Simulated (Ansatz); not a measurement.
Input

```
crystal:
  periodic: [false, false, false]
  atoms:
    - symbol: C
      position_ang: [-1.626401, 0.996363, -0.852140]
    - symbol: F
      position_ang: [-1.615027, -0.730114, 1.424242]
    - symbol: Ge
      position_ang: [-0.980590, -0.635911, -0.336814]
    - symbol: H
      position_ang: [-2.222029, 1.681011, -0.231921]
    - symbol: H
      position_ang: [-1.419752, 1.359790, -1.869775]
basis:
  gaussian: {orbitals: def2-TZVPD}
total_charge: -1
hamiltonian: {xc: {name: PBE0}}
output: {forces: true, orbitals: {seedname: orbitals}}
```

Launched as:

```sh
ansatz run input.yaml --threads 2 --pin off --max-ram 4350MiB --events-out events.jsonl --progress --plain --runs-dir runs
```

Geometry: PBE0-D3(BJ)/def2-SVPD.

The calculation used isolated molecule in a Gaussian basis; Kohn-Sham density functional theory, functional PBE0 (Ansatz 0.2.0).

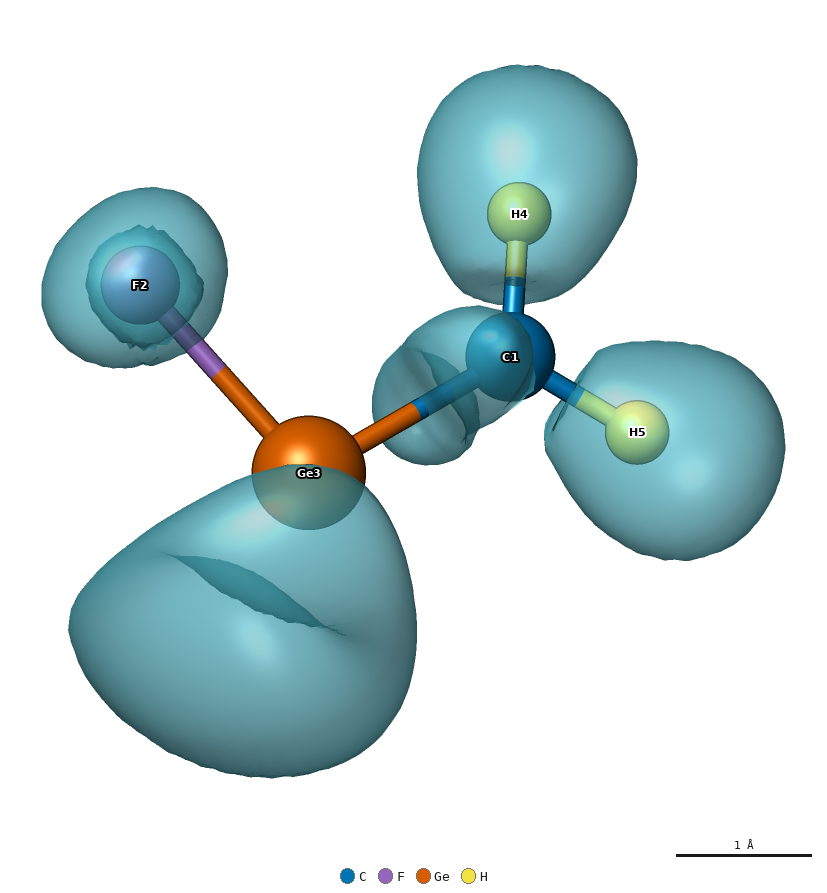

CH₂FGe (SMILES [CH2]=[Ge-][F]) (charge −1). Isosurface of the electron localisation function at 0.8 (cyan), seen at a tilt. Core shells and regions of very low density are left out.

> Identify the bonds, lone pairs and shells in this picture.

The surface consists of two regions around hydrogen nuclei, one lobe of the valence shell of C pointing towards Ge (polar bonds), one lobe on Ge, pointing away from the bonds (lone pairs) and one region wrapped around F (its valence shell). Along the contacts the grid gives the following. C–Ge (1.83 Å): the ELF peaks at about 0.90 in the valence shell of C, 0.7 Å from its nucleus, and is about 0.55 at the midpoint. Ge–F (1.87 Å): the ELF peaks at about 0.85 in the valence shell of F, 0.5 Å from its nucleus, and is about 0.25 at the midpoint.
